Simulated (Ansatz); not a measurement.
# [NO2]− (nitrite): levels of theory compared

Aim: a comparison of 6 runs (BLYP/STO-3G, UB3LYP/STO-3G, r2SCAN0/STO-3G, UMP2/STO-3G, BCCD(T)/STO-3G, CCSD/STO-3G) of [NO2]− (nitrite). 

Program for the calculation: Ansatz 0.2.0.

13 further runs of the same task are left out: 11 that didn't finish, 2 set aside as unsound or not needed.

### 1 The structure to begin with

[NO2]−: 3 atoms, total charge -1, spin state singlet. SMILES: `O=N[O-]`. The O3–N2 distance was set to 1.868 Å, away from the relaxed value.

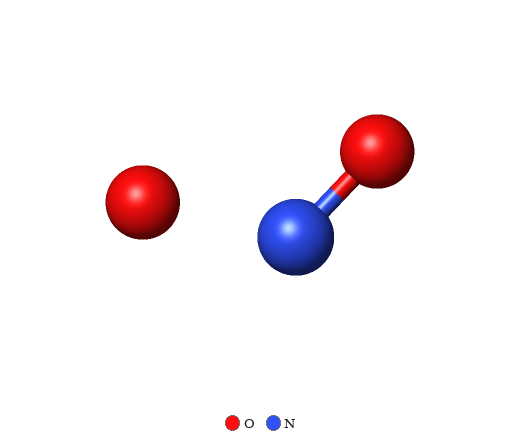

Viewed from a chosen angle; oxygen red, nitrogen blue.

### 2 The energy at BLYP/STO-3G (run 1)

run.yaml

```yaml
crystal:
  periodic: [false, false, false]
  atoms:
    - symbol: O
      position_ang: [0.810008, 1.243579, 0.583419]
    - symbol: N
      position_ang: [0.812918, 0.005529, 0.447789]
    - symbol: O
      position_ang: [-0.648590, -0.747260, -0.439610]
basis:
  gaussian: {orbitals: STO-3G}
total_charge: -1
hamiltonian: {xc: {name: BLYP}}
accuracy: high
```

Launch:

```console
$ ansatz run run.yaml --threads 1 --pin off --max-ram 3480MiB --events-out events.jsonl --progress --plain --runs-dir runs
```

What it wrote:

```text
Warning: RAYON_NUM_THREADS=1 ignored (pool sized by the plan → 1); use --threads N
Functional definition: BLYP
  name "BLYP"
  parameter beta = 0.0042
  parameter a = 0.04918
  parameter b = 0.132
  parameter c = 0.2533
  parameter d = 0.349
  exchange = b88_x(beta = beta)
  correlation = lyp_c(a = a, b = b, c = c, d = d)
250 factors; integrals over basis functions are off by at most 4.0e-8 eV
mean field evaluation 1: about -5481.8201 eV, gradient 5.5e1 eV
mean field evaluation 2: about -5233.5336 eV, gradient 7.9e1 eV
mean field evaluation 4: about -5497.0737 eV, gradient 1.5e1 eV
mean field evaluation 8: about -5497.0738 eV, gradient 1.5e1 eV
mean field evaluation 16: about -5497.6481 eV, gradient 1.3e-6 eV
mean field evaluation 32: about -5495.2983 eV, gradient 2.1e0 eV
mean field -5497.64813353 eV, -202.0348424675 hartree, gradient 1.8e-8 eV, S^2 0.000000; 6 other end points of the search recorded, 0 dependent functions left out
reference -5497.64815683 eV, -202.0348433237 hartree; 12, 12 occupied and 3, 3 virtual orbitals, 250 factors
Total energy: -5497.64815683 eV, -202.0348433237 hartree
```

Wall time 1.9 s (1 thread of Arm Neoverse V1, shared host).

### 3 The energy at UB3LYP/STO-3G (run 2)

Edit run.yaml of step 2 so:

```diff
@@ -12,3 +12,4 @@
 total_charge: -1
-hamiltonian: {xc: {name: BLYP}}
+magnetization: {spin_polarized: true}
+hamiltonian: {xc: {name: B3LYP}}
 accuracy: high
```

Launch:

```console
$ ansatz run run.yaml --threads 1 --pin off --max-ram 3480MiB --events-out events.jsonl --progress --plain --runs-dir runs
```

What it wrote:

```text
Warning: RAYON_NUM_THREADS=1 ignored (pool sized by the plan → 1); use --threads N
Functional definition: B3LYP
  name "B3LYP"
  parameter a0 = 0.2
  parameter ax = 0.72
  parameter ac = 0.81
  exchange = (1 - a0 - ax)*slater_x + ax*b88_x + a0*exact_x
  correlation = (1 - ac)*vwn_rpa_c + ac*lyp_c
250 factors; integrals over basis functions are off by at most 4.0e-8 eV
mean field evaluation 1: about -5482.8459 eV, gradient 3.5e1 eV
mean field evaluation 2: about -5239.3396 eV, gradient 6.4e1 eV
mean field evaluation 4: about -5497.5024 eV, gradient 8.9e0 eV
mean field evaluation 8: about -5496.9150 eV, gradient 1.4e1 eV
mean field evaluation 16: about -5497.9819 eV, gradient 6.7e-4 eV
mean field evaluation 32: about -5497.9336 eV, gradient 2.5e0 eV
mean field evaluation 64: about -5497.3016 eV, gradient 1.1e1 eV
mean field -5498.74247014 eV, -202.0750585961 hartree, gradient 4.6e-8 eV, S^2 0.992163; 7 other end points of the search recorded, 0 dependent functions left out
reference -5498.74248708 eV, -202.0750592188 hartree; 12, 12 occupied and 3, 3 virtual orbitals, 250 factors
Total energy: -5498.74248708 eV, -202.0750592188 hartree
```

Run time: 3.9 s. Hardware: 1 thread of Arm Neoverse V1, shared host; peak memory 0.11 GiB.

Runs 3 to 5 aren't shown in full; the table further down has their settings and results.

### 4 A single-point energy at CCSD/STO-3G (run 6)

in.yaml

```yaml
crystal:
  periodic: [false, false, false]
  atoms:
    - {symbol: O, position_ang: [0.810008, 1.243579, 0.583419]}
    - {symbol: "N", position_ang: [0.812918, 0.005529, 0.447789]}
    - {symbol: O, position_ang: [-0.648590, -0.747260, -0.439610]}
basis:
  gaussian:
    orbitals: STO-3G
total_charge: -1
magnetization:
  spin_polarized: false
  initial_magnetization: 0
correlation:
  method: ccsd
  frozen_orbitals: {"N": 1, O: 1}
accuracy: high
scf:
  omitted_lower_state_checks: [cluster_reference, increment]
```

Launch:

```console
$ ansatz run in.yaml --threads 1 --pin off --max-ram 3480MiB --events-out events.jsonl --progress --plain --runs-dir runs
```

What it wrote:

```text
Warning: RAYON_NUM_THREADS=1 ignored (pool sized by the plan → 1); use --threads N
[... 15 lines left out ...]
3 core orbitals not correlated: weight in the atoms' cores, before any rotation towards them, 1.000 or more for the frozen orbitals, at most 0.000 for the correlated occupied ones
[... 46 lines left out ...]
Total energy: -5476.33363401 eV, -201.2515490577 hartree
Checks for a lower state left out: cluster_reference, increment
```

Run time: 0.35 s. Hardware: 1 thread of Arm Neoverse V1, shared host.

### 5 Overview of the runs

| run | level | frozen core orbitals | energy (Eh) | wall time |
| --- | --- | --- | --- | --- |
| 1 | BLYP/STO-3G | – | -202.034843 | 1.9 s |
| 2 | UB3LYP/STO-3G | – | -202.075059 | 3.9 s |
| 3 | r2SCAN0/STO-3G | – | -201.951028 | 1.8 s |
| 4 | UMP2/STO-3G | 3 | -201.233400 | 0.59 s |
| 5 | BCCD(T)/STO-3G | 3 | -201.295363 | 0.47 s |
| 6 | CCSD/STO-3G | 3 | -201.251549 | 0.35 s |

### 6 Summary of results

| quantity | value |
| --- | --- |
| run 6: total energy | -201.25155 Eh |
| run 6: correlation energy (3 core orbitals frozen) | -202.9 mEh |
| run 6: T1 diagnostic | 0.139 |

**Reading.** Totals of different functionals can't be ranked against each other. In run 6 the T1 diagnostic is large, so a single reference may not serve. In runs 5, 6 the log says that unrestricted orbitals would lower the reference, so the values rest on an unstable closed-shell determinant (other closed-shell runs at this shape may share the fault). In runs 1, 2, 3, 4, 5, 6 the basis is minimal, so the values are rough. Spin contamination of the reference: run 4 ⟨S²⟩ = 1.64, run 2 ⟨S²⟩ = 0.99. Where it is this large, the reference is a mixture of spin states, and values that rest on it are in doubt. All runs together took 9.1 s, the longest 3.9 s.
